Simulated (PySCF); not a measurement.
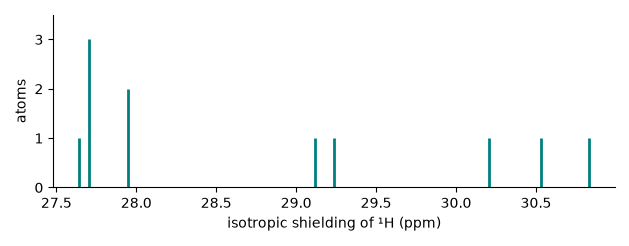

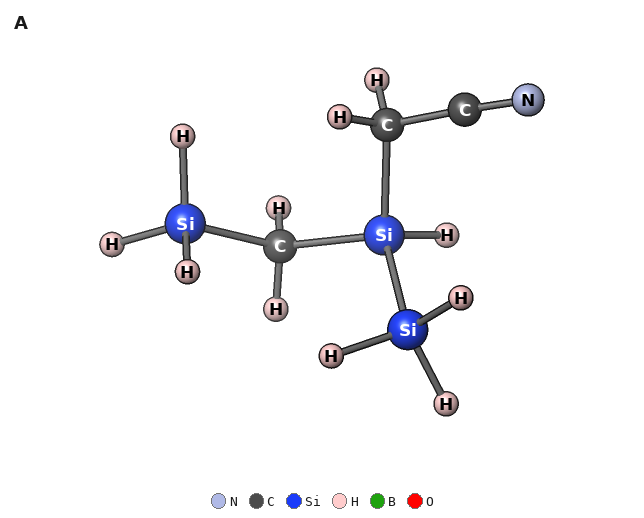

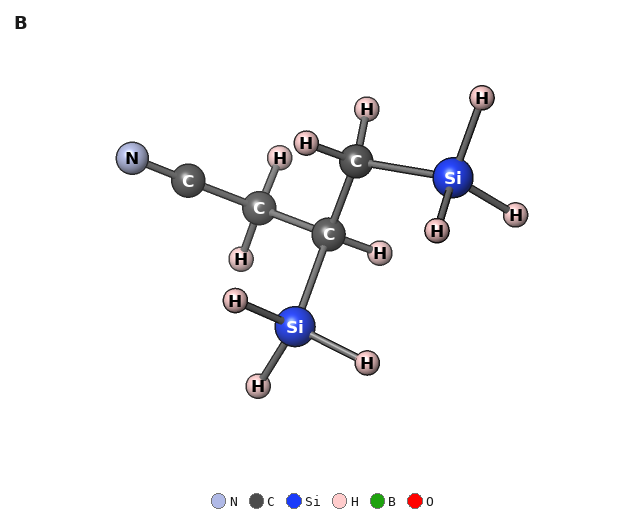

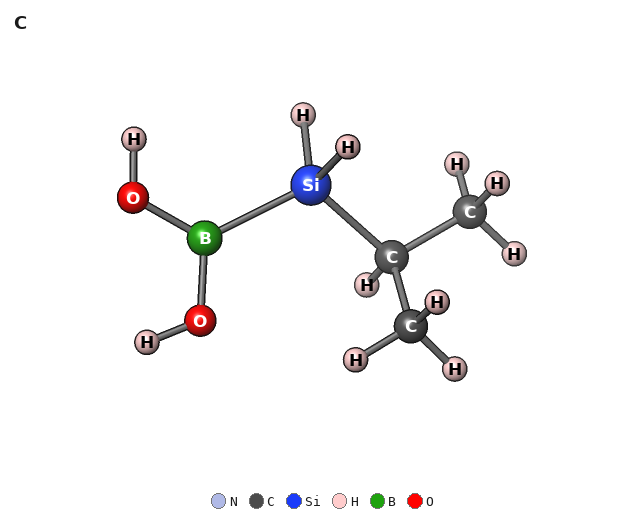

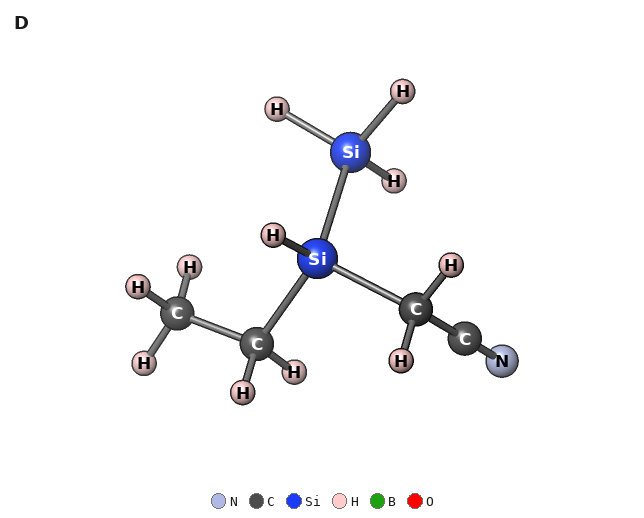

The sticks are computed shieldings of one of the molecules, for one fixed geometry (GFN2-xTB) without averaging over rotations. Low shielding means a high chemical shift. Method: GIAO PBE0/pcSseg-1 NMR shielding, non-relativistic, gas phase (PySCF 2.14.0).

Question: Which molecule gives this pattern?

Answer: B, `N#CC[C@H]([SiH3])C[SiH3]`. Its 11 H atoms give lines at 27.64, 27.71 (3 atoms), 27.95 (2 atoms), 29.11, 29.23, 30.21, 30.53, 30.83 ppm.

The geometry is semi-empirical. Around B, Si such bond lengths and angles can be off by a tenth of an ångström or more and by several degrees, and values that hang on the shape move with them.
